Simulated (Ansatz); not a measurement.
```yaml
atoms:
  - { symbol: B, position_ang: [0.2228, -0.3618, 1.0248] }
  - { symbol: Si, position_ang: [-0.7928, 0.1837, -0.5434] }
  - { symbol: C, position_ang: [0.9683, -0.0232, -0.1532] }
  - { symbol: H, position_ang: [-1.4673, -0.6991, -1.5760] }
  - { symbol: H, position_ang: [-1.3610, 1.5537, -0.8612] }
  - { symbol: H, position_ang: [0.3056, -0.7286, 2.1683] }
  - { symbol: H, position_ang: [1.9749, 0.0565, -0.5540] }
```

Geometry: PBE0-D4/def2-TZVPD.

The calculation used RKS PBE0-D4/def2-TZVPPD in Ansatz.

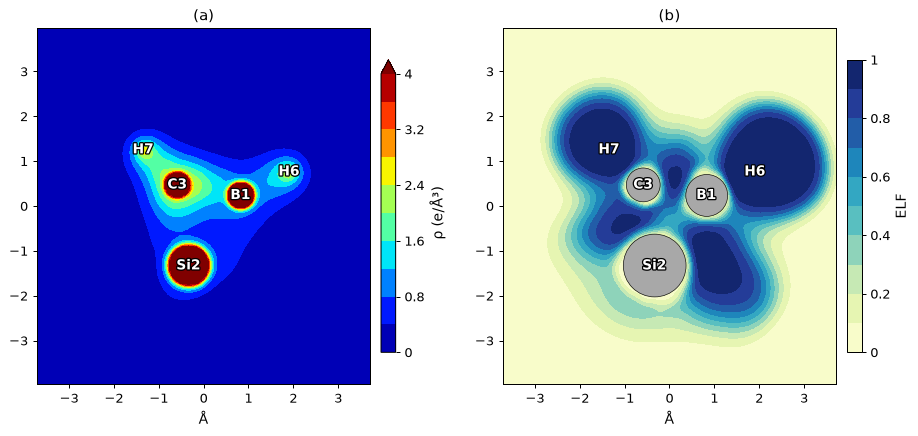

CH4BSi (charge −1). (a) electron density; (b) ELF on the plane of atoms B1, C3 and H7. Grey discs cover the atomic cores in the ELF map.

### Interpret the plot.

The section cuts through B, Si, C and H sites.
C–B (1.43 Å): ρ is about 1.7 e/Å³ halfway; the ELF peaks at about 0.90 between the atoms: a covalent bond.
C–Si (1.82 Å): ρ at the midpoint is about 0.91 e/Å³; the ELF peaks at about 0.85 between the atoms; a shared electron pair.
Si–B (1.95 Å): ρ at the midpoint is about 0.69 e/Å³; the ELF peaks at about 0.65 between the atoms.
C–H (1.09 Å): ρ is about 1.9 e/Å³ halfway; the ELF climbs to about 1 towards the hydrogen, as it does in any bond to H: an ordinary covalent bond to hydrogen.
B–H (1.20 Å): ρ is about 1.2 e/Å³ halfway; the ELF climbs to about 1 towards the hydrogen (a covalent bond by its length).
